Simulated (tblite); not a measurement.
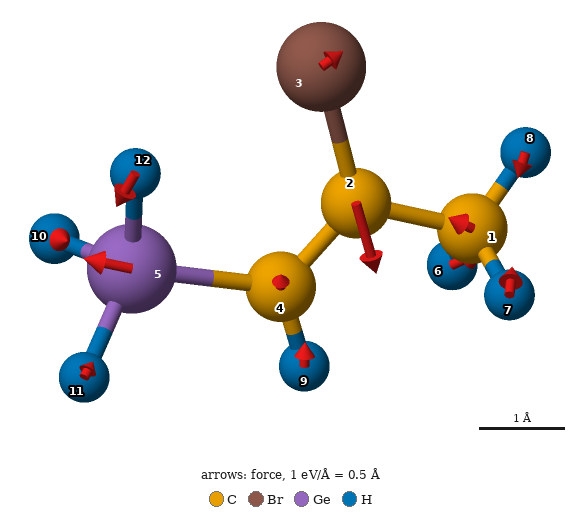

Starting geometry of C₃H₇BrGe with the computed forces as red arrows. Style: ball-and-stick. Shown at a tilt.

All numbers below come from GFN2-xTB geometry optimisation, gas phase (tblite 0.8.0). 

Question: Is this structure relaxed? If not, where do the atoms go?

Answer: It isn't relaxed: the largest force vector, on C2, is 1.92 eV/Å. The final displacements follow the starting forces only in part (cosine between the two patterns 0.34). After 90 geometry steps the energy has fallen by 12.2 kcal/mol. H7 moves most after the best rigid fit: 1.05 Å. By element the largest moves are H 1.05 Å, Br 0.28 Å, C 0.19 Å, Ge 0.08 Å. Near-neighbour distances that change, for instance: Ge5–H10 1.556 → 1.491 Å, Ge5–H12 1.551 → 1.491 Å, C2–Br3 1.873 → 1.917 Å, C1–C2 1.526 → 1.488 Å. Among the angles between lasting bonds that change: C1–C2–C4 114.8° → 128.1°, C1–C2–Br3 122.9° → 114.0°, C2–C1–H6 103.0° → 110.4°. Groups turn about C1–C2 by about 45°, C4–Ge5 by about 40°. The run took 0.78 s on 1 thread of Arm Neoverse N1, with other jobs on the host.
